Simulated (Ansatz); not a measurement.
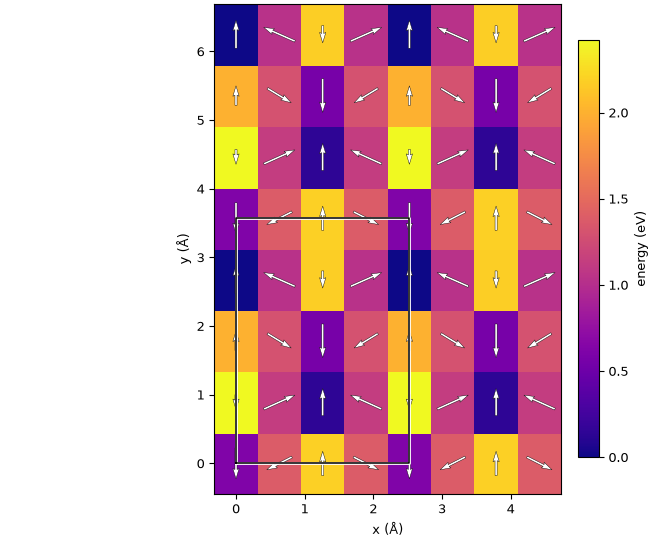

Energy landscape of H on a C(110) slab cut from the Fd-3m phase, its upper half relaxed before the scan (20 atoms of substrate and one adsorbate in a 2 × 1 cell). H is moved over the surface cell; relaxed at each place: the height of the adsorbate's atoms; substrate rigid; the origin of the map has the adsorbate above C17. Places are given modulo a cell vector. The map is drawn in real space over the plane of the surface. The grid has 4 × 4 points; 12 points were computed and 4 follow by symmetry. Places are given in fractions of the 1 × 1 surface cell. Energies: eV, counted from the lowest grid point. Energies and slopes of some neighbouring points disagree (a jump in structure or state, or too coarse a mesh). The magnetic moment jumps between some neighbouring points. All numbers below come from Ansatz, DFT PBE, scalar-relativistic, plane waves, PAW. Settings: cutoff 420 eV, k-mesh 5×8×1, gaussian smearing 0.05 eV, spin-polarised.

Drawn: one coloured cell a grid point, arrows along the force (downhill), their lengths compressed, the outline of one cell of the 2 × 2 shown. 

Summarise what can be read from the map.

Answer. The lowest grid point is at (0/4, 3/4) of the cell vectors [nearest 1 C at 1.20 Å]. The highest grid point, (0/4, 1/4) of the cell vectors [nearest 1 C at 1.46 Å], lies 2.42 eV above the lowest. At the lowest point the adsorbate has 1 C at 1.20 Å as nearest neighbours, at the highest 1 C at 1.46 Å. Its relaxed height above the top atom is 0.81 Å at the lowest and 1.15 Å at the highest point.

Grid values (eV):

| second ↓, first → | 0/4 | 1/4 | 2/4 | 3/4 |
| --- | --- | --- | --- | --- |
| 3/4 | 0.00 | 1.03 | 2.18 | 1.03 |
| 2/4 | 2.00 | 1.30 | 0.56 | 1.30 |
| 1/4 | 2.42 | 1.13 | 0.14 | 1.13 |
| 0/4 | 0.62 | 1.38 | 2.19 | 1.38 |

Each point was launched as `ansatz run input.yaml --threads 2 --pin off --max-ram 6144MiB --backend cpu --events-out ev --progress --plain --runs-dir out`. The whole map (12 points run) took 62 min on 2 threads of Arm Neoverse V2, on a shared host.

PAW datasets: the set soft_1.
